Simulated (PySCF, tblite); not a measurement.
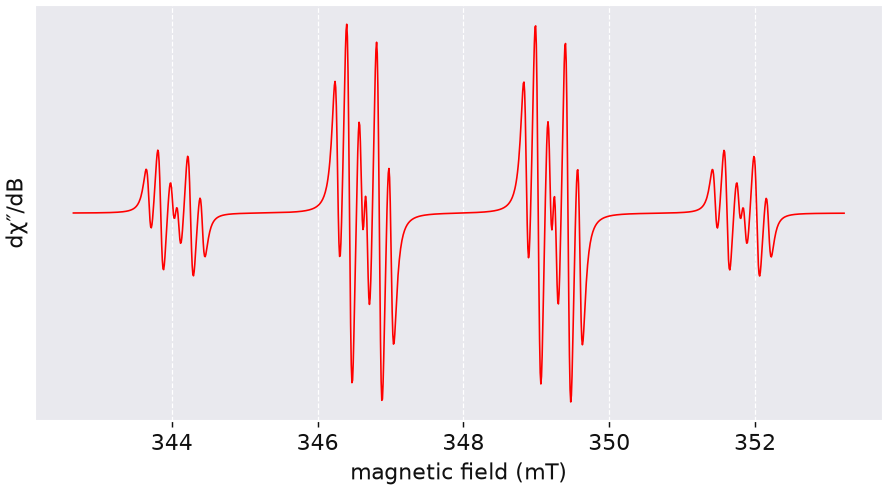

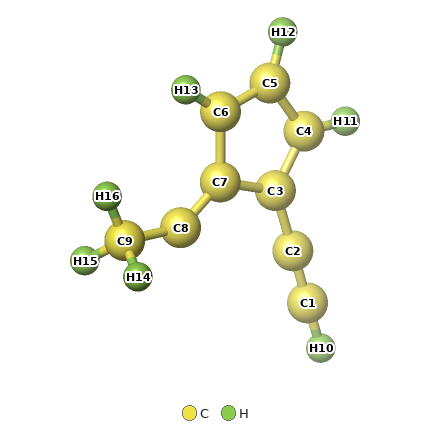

First-order isotropic EPR spectrum (fast tumbling, first derivative) of C₉H₇, SMILES C#CC1=CC=C/C1=[C]\C, doublet at 9.75 GHz, Lorentzian lines of 0.13 mT full width at half height, from computed g and hyperfine couplings (B3LYP/pcH-1, PySCF 2.14.0, at a GFN2-xTB geometry (a minimum by its frequencies), gas phase); values of one conformer, averaged over methyl-type rotors alone; no vibrational averaging; dilute isotopes left out. The SMILES is one Lewis form and needn't show where the spin sits.

Which couplings does the calculation give? The spectrum shows the sizes of those above the line width, not their signs.

Answer.
| nuclei | isotope | a (mT) | a (MHz) |
| --- | --- | --- | --- |
| H14, H15, H16 | ¹H | 2.59 | 72.5 |
| H12 | ¹H | 0.41 | 11.6 |
| H13 | ¹H | −0.18 | −5.0 |
| H11 | ¹H | 0.15 | 4.1 |

What is the g value, and how wide is the spectrum?

Answer. g_iso = 2.0021, which centres the spectrum at 347.9 mT; it spans 8.5 mT.

Note: the tight-binding geometry is rougher than a DFT one and adds to the error.
